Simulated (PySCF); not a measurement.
Consider C5H10O (SMILES CC/C=C/CO).

```yaml
atoms:
  - { symbol: C, position_ang: [-2.3144, 0.7741, 0.0249] }
  - { symbol: C, position_ang: [-1.5333, -0.5345, 0.1499] }
  - { symbol: C, position_ang: [-0.1104, -0.2757, 0.5294] }
  - { symbol: C, position_ang: [0.9393, -0.5872, -0.2122] }
  - { symbol: C, position_ang: [2.3606, -0.2996, 0.1714] }
  - { symbol: O, position_ang: [3.0376, 0.4670, -0.8051] }
  - { symbol: H, position_ang: [-1.8946, 1.3888, -0.7682] }
  - { symbol: H, position_ang: [-3.3573, 0.5742, -0.2092] }
  - { symbol: H, position_ang: [-2.2713, 1.3362, 0.9554] }
  - { symbol: H, position_ang: [-2.0006, -1.1558, 0.9192] }
  - { symbol: H, position_ang: [-1.5729, -1.0776, -0.7958] }
  - { symbol: H, position_ang: [0.0331, 0.2068, 1.4891] }
  - { symbol: H, position_ang: [0.8146, -1.0585, -1.1782] }
  - { symbol: H, position_ang: [2.3939, 0.2052, 1.1482] }
  - { symbol: H, position_ang: [2.9284, -1.2327, 0.2418] }
  - { symbol: H, position_ang: [2.5397, 1.2783, -0.9540] }
```

Geometry: GFN2-xTB.

Computed with PBE0/pcSseg-1, SCF density, gas phase, non-relativistic (PySCF 2.14.0).

What can the converged electron density and electron localisation function tell about the bonding?

Answer. C–C (1.32 Å): the density is about 2.3 e/Å³ at the midpoint; the ELF peaks at about 0.90 between the atoms: a multiple bond.
C–C (1.50 Å): the density is about 1.7 e/Å³ at the midpoint; the ELF peaks at about 0.95 between the atoms: localised, covalent bonding.
C–H (1.08 Å): the density is about 2 e/Å³ at the midpoint; the ELF climbs to about 1 towards the hydrogen, as it does in any bond to H; a covalent bond by its length.

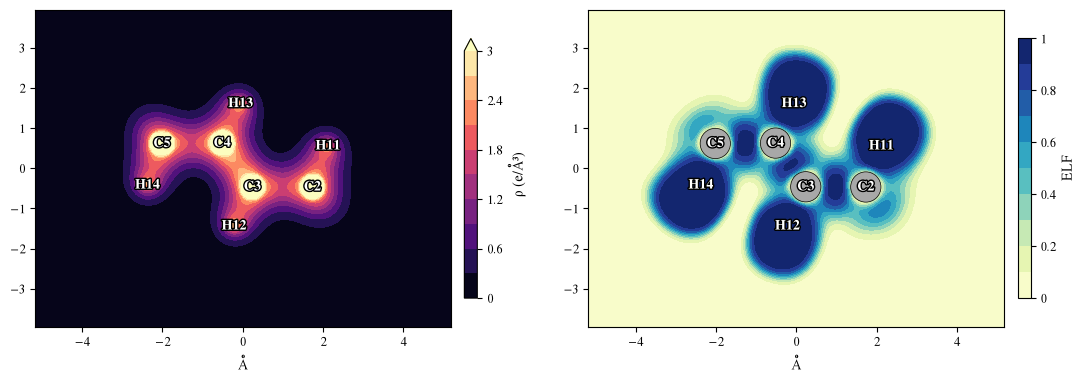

Computed electron density and electron localisation function on the plane of atoms C3, C4 and H13, in this order. Grey discs cover the atomic cores in the ELF map. 
